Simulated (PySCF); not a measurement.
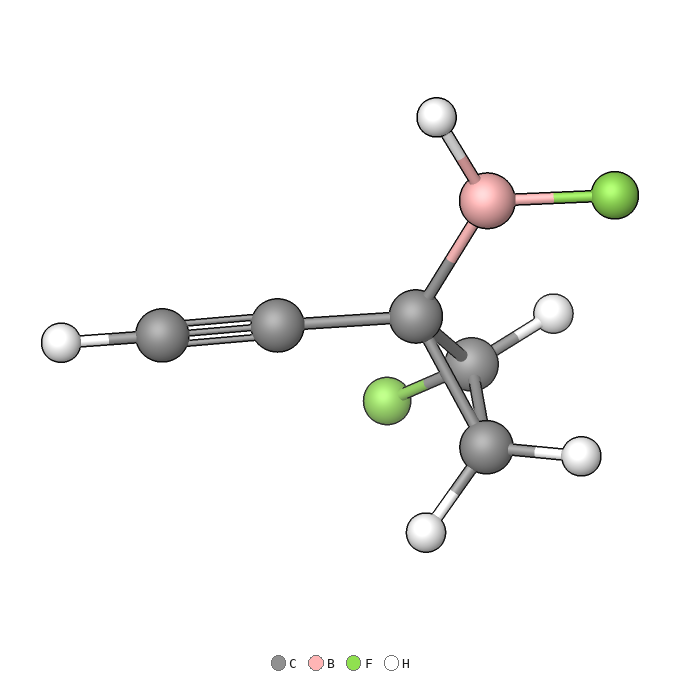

A ball-and-stick model of a molecule. Multiple sticks mark multiple bonds (one Kekulé form).

The geometry was computed by an optimisation with GFN2-xTB. No frequency run is at hand to confirm it as a minimum.

Which formula does it have?

C5H5BF2, 13 atoms: 5 carbon, 5 hydrogen, 1 boron and 2 fluorine.

Count the bonded pairs by element.

5 C–C, 4 C–H, 1 C–B, 1 B–F, 1 C–F, 1 B–H.

What is its SMILES?

C#C[C@@]1(BF)C[C@H]1F

More results for the same structure follow; atom numbers are the same in all pictures, views and colours differ.

Shape

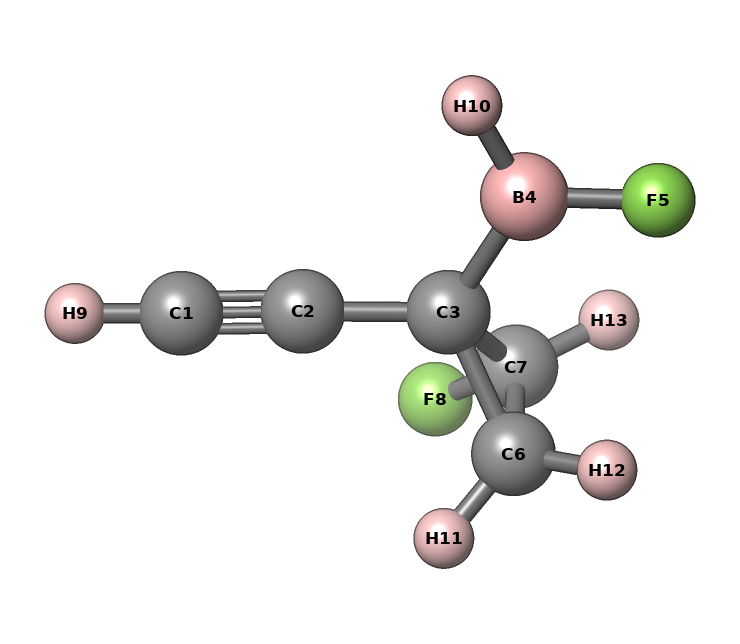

Atoms fade into the background with distance from the viewer. No frequency run is at hand to confirm it as a minimum.

Find the stereocentres and stereogenic double bonds.

Centres: C3, C7.

Assign CIP descriptors.

C3: R (priorities C7 > C2 > C6 > B4); C7: R (priorities F8 > C3 > C6 > H13).

Electronic properties

No frequency run is at hand to confirm it as a minimum. Method: B3LYP/pcJ-1, gas phase (PySCF 2.14.0).

What does the calculation give?

- dipole moment: 1.08 D
- HOMO energy (Kohn–Sham orbital): −7.30 eV
- LUMO energy (Kohn–Sham orbital): −1.23 eV
- HOMO–LUMO gap: 6.06 eV

Quadrupole coupling

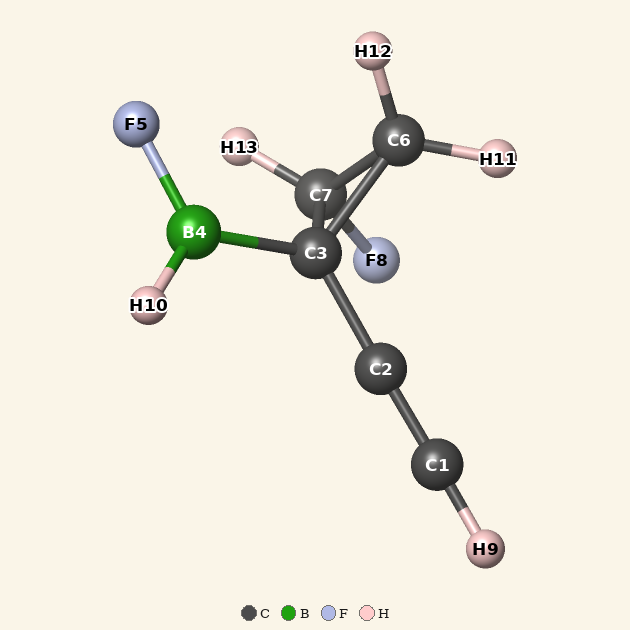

No frequency run is at hand to confirm it as a minimum. Electric field gradients from the ground-state density, B3LYP/pcJ-1 (PySCF 2.14.0), non-relativistic apart from any core potentials.

Give the largest field-gradient component, the quadrupole coupling constant and the asymmetry for 11B at B4 (Q = 40.59 mb).

```
atom  V_zz (a.u.)  e²qQ/h (MHz)     η
  B4        0.449          4.28  0.63
```

Spin–spin coupling

No frequency run is at hand to confirm it as a minimum. Level of theory: B3LYP/pcJ-1 indirect spin-spin coupling, non-relativistic, gas phase (PySCF 2.14.0). Isotopes: 11B, 13C, 19F, 1H.

Give the spin–spin coupling constants of these pairs, with the number of bonds between them: C3/B4, B4/H10, B4/F5, C7/F8, C3/F8, C3/F5, B4/C6, F5/H10, B4/F8.

```tsv
pair	bonds apart	J (Hz)
C3, B4	1	75.3
B4, H10	1	169.9
B4, F5	1	−171.5
C7, F8	1	−309.2
C3, F8	2	6.9
C3, F5	2	16.4
B4, C6	2	−1.5
F5, H10	2	70.6
B4, F8	3	−1.7
```

Density functionals are unreliable for couplings to fluorine, so those rows may be far off.

The geometry is semi-empirical. Around B such bond lengths and angles can be off by a tenth of an ångström or more and by several degrees, and values that hang on the shape move with them.
